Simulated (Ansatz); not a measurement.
# One shape, several levels: quartet BNH3

Aim: a comparison of 6 runs (UHF/STO-3G, U-r2SCAN0/STO-3G, U-wB97M-V/STO-3G, UPBE0/STO-3G, RPA@PBE/STO-3G, UBCCD(T)/STO-3G) of quartet BNH3. 

The calculation is run with Ansatz 0.2.0.

53 further runs of the same task are left out: 53 set aside as unsound or not needed.

**1. Starting point**

BNH3: 5 atoms, total charge 0, spin state quartet. As SMILES of the parent species, `B[NH]`. Geometry: relaxed at PBE0-D4/def2-TZVP. That shape belongs to the parent species and isn't relaxed for this state.

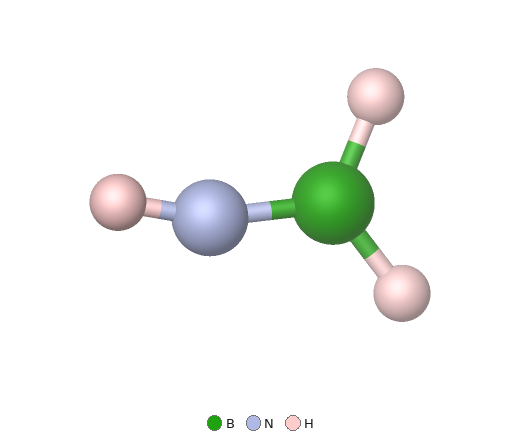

The structure, seen from a chosen angle (boron green, nitrogen light blue, hydrogen pink).

**2. The energy at UHF/STO-3G (run 1)**

in.yaml

```yaml
crystal:
  periodic: [false, false, false]
  atoms:
    - {symbol: B, position_ang: [-0.310800, -0.370100, -0.091600]}
    - {symbol: "N", position_ang: [0.531200, 0.655200, -0.019800]}
    - {symbol: H, position_ang: [-0.414800, -1.107400, 0.862500]}
    - {symbol: H, position_ang: [-0.964100, -0.573100, -1.081900]}
    - {symbol: H, position_ang: [1.208400, 1.321700, 0.289300]}
basis:
  gaussian: {orbitals: STO-3G}
magnetization: {spin_polarized: true, initial_magnetization: 3}
hamiltonian: {xc: hf}
accuracy: high
```

Launch:

```
ansatz run in.yaml --threads 1 --pin off --max-ram 2610MiB --events-out events.jsonl --progress --plain --runs-dir runs
```

The program printed:

```text
Warning: RAYON_NUM_THREADS=1 ignored (pool sized by the plan → 1); use --threads N
Functional definition: HF
  name "HF"
  exchange = exact_x
  correlation = 0
207 factors; integrals over basis functions are off by at most 9.2e-9 eV
mean field evaluation 1: about -2164.5351 eV, gradient 1.2e1 eV
mean field evaluation 2: about -2164.5866 eV, gradient 1.2e1 eV
mean field evaluation 4: about -2165.5206 eV, gradient 1.0e0 eV
mean field evaluation 8: about -2165.5453 eV, gradient 1.2e-2 eV
mean field -2165.54532973 eV, -79.5823230082 hartree, gradient 2.2e-8 eV, S^2 3.770995; 0 other end points of the search recorded, 0 dependent functions left out
reference -2165.54532973 eV, -79.5823230082 hartree; 9, 6 occupied and 4, 7 virtual orbitals, 207 factors
Total energy: -2165.54532973 eV, -79.5823230082 hartree
```

Wall time 0.06 s (1 thread of Arm Neoverse V1, shared host).

**3. A single-point energy at U-r2SCAN0/STO-3G (run 2)**

in.yaml

```yaml
crystal:
  periodic: [false, false, false]
  atoms:
    - symbol: B
      position_ang: [-0.310800, -0.370100, -0.091600]
    - symbol: "N"
      position_ang: [0.531200, 0.655200, -0.019800]
    - symbol: H
      position_ang: [-0.414800, -1.107400, 0.862500]
    - symbol: H
      position_ang: [-0.964100, -0.573100, -1.081900]
    - symbol: H
      position_ang: [1.208400, 1.321700, 0.289300]
basis:
  gaussian: {orbitals: STO-3G}
hamiltonian: {xc: {name: r2SCAN0}}
magnetization: {spin_polarized: true, initial_magnetization: 3}
accuracy: high
```

Launch:

```
ansatz run in.yaml --threads 1 --pin off --max-ram 2610MiB --events-out events.jsonl --progress --plain --runs-dir runs
```

The program printed:

```text
Warning: RAYON_NUM_THREADS=1 ignored (pool sized by the plan → 1); use --threads N
Functional definition: r2SCAN0
  name "r2SCAN0"
  parameter a = 0.25
  parameter k0 = 0.174
  parameter k1 = 0.065
  parameter a1 = 4.9479
  exchange = (1 - a)*r2scan_x(k0 = k0, k1 = k1, a1 = a1) + a*exact_x
  correlation = r2scan_c
207 factors; integrals over basis functions are off by at most 9.2e-9 eV
mean field evaluation 1: about -2176.6584 eV, gradient 8.8e0 eV
mean field evaluation 2: about -2177.0671 eV, gradient 5.4e0 eV
mean field evaluation 4: about -2177.2877 eV, gradient 1.8e-1 eV
mean field evaluation 8: about -2177.2667 eV, gradient 2.1e-3 eV
mean field evaluation 16: about -2177.2667 eV, gradient 3.3e-7 eV
mean field -2177.26670368 eV, -80.0130755560 hartree, gradient 4.9e-8 eV, S^2 3.760253; 0 other end points of the search recorded, 0 dependent functions left out
reference -2177.26670430 eV, -80.0130755785 hartree; 9, 6 occupied and 4, 7 virtual orbitals, 207 factors
Total energy: -2177.26670430 eV, -80.0130755785 hartree
```

Wall time 2.8 s (1 thread of Arm Neoverse V1, shared host); peak memory 0.18 GiB.

Runs 3 to 5 aren't shown in full; the table further down has their settings and results.

**4. A single-point energy at UBCCD(T)/STO-3G (run 6)**

Edit in.yaml of step 3 so:

```diff
@@ -15,4 +15,5 @@
   gaussian: {orbitals: STO-3G}
-hamiltonian: {xc: {name: r2SCAN0}}
 magnetization: {spin_polarized: true, initial_magnetization: 3}
 accuracy: high
+scf: {omitted_lower_state_checks: [cluster_reference, increment]}
+correlation: {method: bccd_t, frozen_orbitals: {B: 1, H: 0, "N": 1}}
```

Launch:

```
ansatz run in.yaml --threads 1 --pin off --max-ram 2610MiB --events-out events.jsonl --progress --plain --runs-dir runs
```

The program printed (excerpt; [...] marks lines left out):

```text
Warning: RAYON_NUM_THREADS=1 ignored (pool sized by the plan → 1); use --threads N
[... 2 set-up lines as earlier in the session ...]
[...]
207 factors; integrals over basis functions are off by at most 9.2e-9 eV
[...]
mean field -2165.54532973 eV, -79.5823230082 hartree, gradient 2.2e-8 eV, S^2 3.770995; 0 other end points of the search recorded, 0 dependent functions left out
2 core orbitals not correlated: weight in the atoms' cores, before any rotation towards them, 1.000 or more for the frozen orbitals, at most 0.000 for the correlated occupied ones
reference -2165.54532973 eV, -79.5823230082 hartree; 7, 4 occupied and 4, 7 virtual orbitals, 207 factors
second order -1.38548418 eV of doubles, -0.00000000 eV of singles
cycle   1  -1.82909366 eV  change   -4.4e-1 eV  update   5.6e-2
[...]
cycle  21  -2.16659649 eV  change   7.6e-10 eV  update  7.6e-10
perturbative correction -0.01814671 eV, -0.0006668792 hartree
Total energy: -2167.73007292 eV, -79.6626108397 hartree
Checks for a lower state left out: cluster_reference, increment
```

Run time: 0.2 s. Hardware: 1 thread of Arm Neoverse V1, shared host.

**5. Overview of the runs**

| run | level | frozen core orbitals | energy (Eh) | ⟨S²⟩ | wall time |
| --- | --- | --- | --- | --- | --- |
| 1 | UHF/STO-3G | – | -79.582323 | 3.771 | 0.06 s |
| 2 | U-r2SCAN0/STO-3G | – | -80.013076 | 3.760 | 2.8 s |
| 3 | U-wB97M-V/STO-3G | – | -80.017880 | 3.755 | 15 s |
| 4 | UPBE0/STO-3G | – | -79.956560 | 3.756 | 1.1 s |
| 5 | RPA@PBE/STO-3G | 2 | -79.715138 | 3.754 | 1.3 s |
| 6 | UBCCD(T)/STO-3G | 2 | -79.662611 | 3.771 | 0.2 s |

**6. Results**

| quantity | value |
| --- | --- |
| run 6: total energy | -79.66261 Eh |
| run 6: correlation energy (2 core orbitals frozen) | -80.3 mEh |
| run 6: (T) correction | -0.67 mEh |
| run 6: ⟨S²⟩ of the reference determinant | 3.771 |

What this shows: Totals of different functionals can't be ranked against each other. In runs 1, 2, 3, 4, 5, 6 the basis is minimal, so the values are rough. All runs together took 20 s, the longest 15 s.
